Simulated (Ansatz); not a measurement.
**B2FH2 (SMILES B=[BH-]F) (charge −1): density, localisation and related maps**

Input

```
crystal:
  periodic: [false, false, false]
  atoms:
    - {symbol: B, position_ang: [-0.318362, -0.758872, -0.264398]}
    - {symbol: B, position_ang: [-1.276403, 0.326683, 0.267662]}
    - {symbol: F, position_ang: [0.536880, -1.698320, 0.317752]}
    - {symbol: H, position_ang: [-0.341529, -0.766918, -1.499353]}
    - {symbol: H, position_ang: [-2.057865, 1.204438, 0.471888]}
basis:
  gaussian:
    orbitals: def2-TZVPD
total_charge: -1
magnetization:
  spin_polarized: false
  initial_magnetization: 0
hamiltonian:
  xc: pbe0
output: {forces: true, orbitals: {seedname: orbitals}}
```

Launched as:

```sh
ansatz run input.yaml --threads 2 --pin off --max-ram 4350MiB --events-out events.jsonl --progress --plain --runs-dir runs
```

Geometry: r2SCAN-D4/def2-TZVPD; the highest occupied orbital lies above zero, a sign that basis and functional describe the outermost electron poorly.

Computed with isolated molecule in a Gaussian basis; Kohn-Sham density functional theory, functional PBE0 (Ansatz 0.2.0).

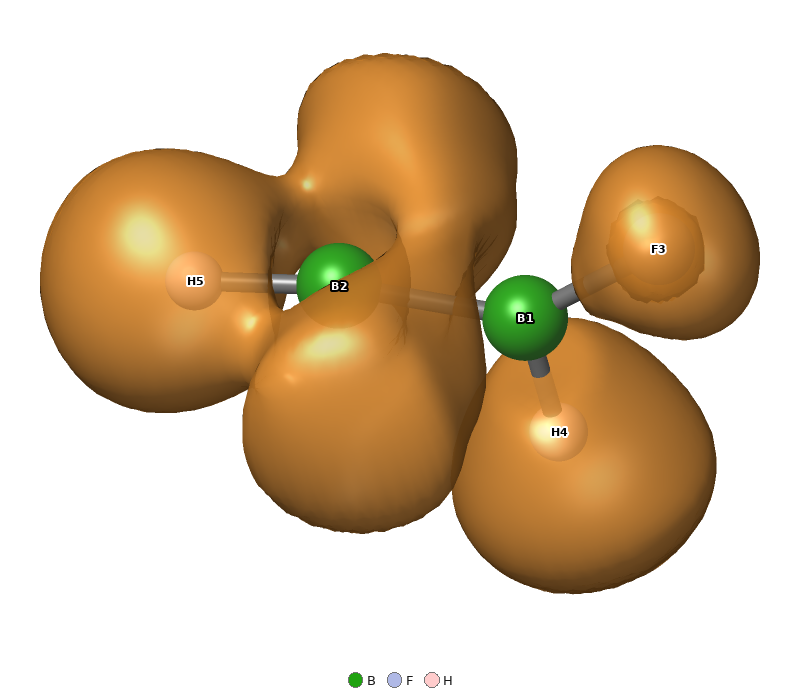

Figure 1. Isosurface of the electron localisation function at 0.75 (orange), seen at an oblique angle. Core shells and regions of very low density are left out.

**Where are the electrons localised?**

At this value the surface marks out one region around a hydrogen nucleus, one region on F in which the atom's valence shell and bonds are merged and one joined region spread over several atoms (B, H), in which their bonds and any lone pairs are merged. Profiles from the grid: B–F (1.40 Å): the ELF peaks at about 0.85 between the atoms (a shared but strongly polarised pair). B–B (1.54 Å): the ELF peaks at about 0.95 between the atoms, as expected for localised, covalent bonding.

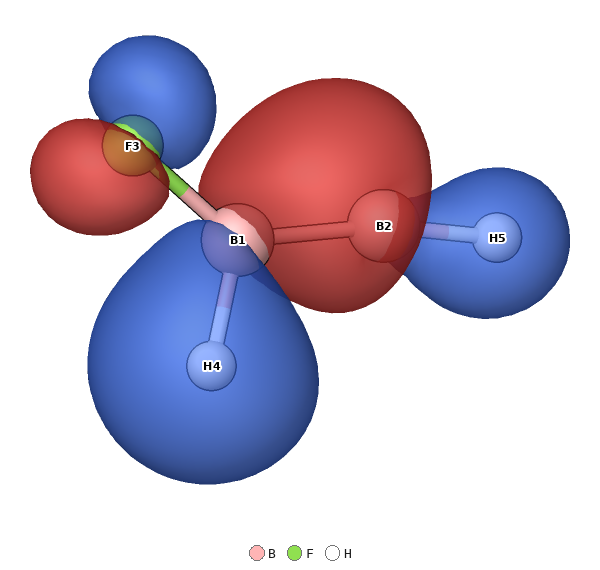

Figure 2. The HOMO−1 at ±0.1 Å⁻³ᐟ² (red and blue are the two phases), seen at a tilt.

**Where does this orbital lie, and at what energy?**

By Hirshfeld shares it lies mainly on B1 (about 30 %), B2 (about 25 %), H4 (about 25 %) and F3 (about 15 %); it is symmetric in the molecular plane (an in-plane orbital: σ, lone-pair or in-plane π type). Its energy is −2.45 eV.

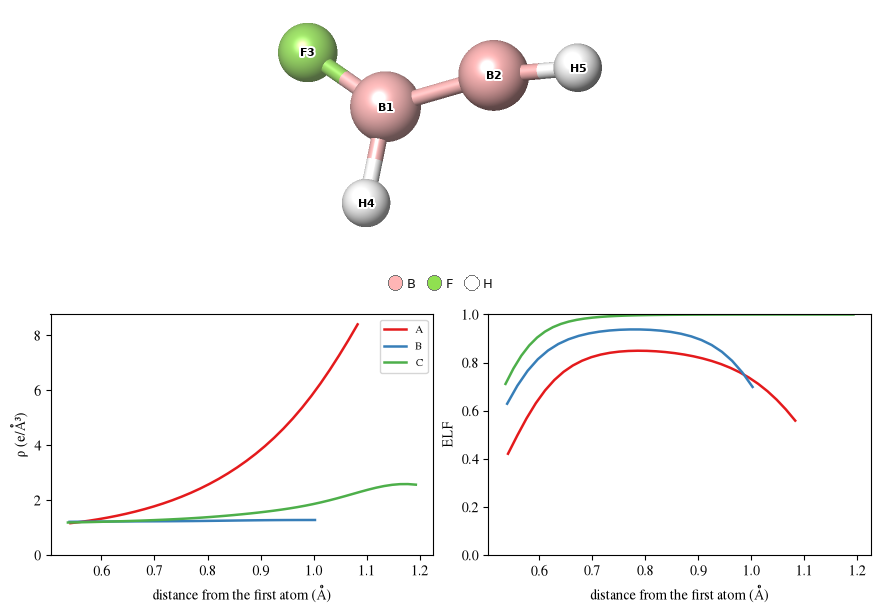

Figure 3. Electron density and electron localisation function along straight lines between neighbouring atoms. The curves leave out the atomic cores. The structure is drawn too.

**Which curve belongs to which contact (B–B, B–F and B–H)? The first atom named is at distance zero.**

Curve A: B–F (1.40 Å): ρ at the midpoint is about 1.8 e/Å³; the ELF peaks at about 0.85 between the atoms: a polar covalent bond. Curve B: B–B (1.54 Å): ρ at the midpoint is about 1.2 e/Å³; the ELF peaks at about 0.95 between the atoms: a covalent bond. Curve C: B–H (1.19 Å): the density is about 1.2 e/Å³ at the midpoint; the ELF climbs to about 1 towards the hydrogen, as it does in any bond to H; a covalent bond by its length.
